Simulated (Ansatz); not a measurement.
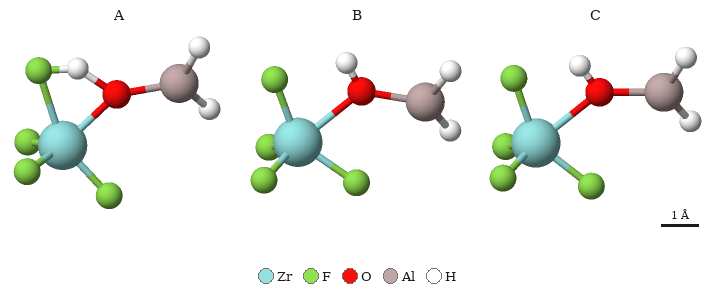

3 geometries from a converged minimum-energy path of ZrAlH$_{3}$OF$_{4}$, shuffled. A ball-and-stick model, seen at a tilt.

Level of theory: RKS PBE0-D4/def2-SVP (Ansatz 0.2.0). Run with 9 movable images; climbing image; force threshold 0.05 eV/Å; iteration limit 60; starting path through a guess of the saddle point.

Q: Which of them lies highest in energy?

A: A. In order along the path, whose images run from 0 to 10: B (image 6, +109.0 kJ/mol), C (image 7, +119.1 kJ/mol), A (image 9, +171.0 kJ/mol). Breaking: Al–F (1.83 → 3.86 Å), H–O (0.96 → 1.53 Å). Forming: F–H (2.73 → 0.99 Å).
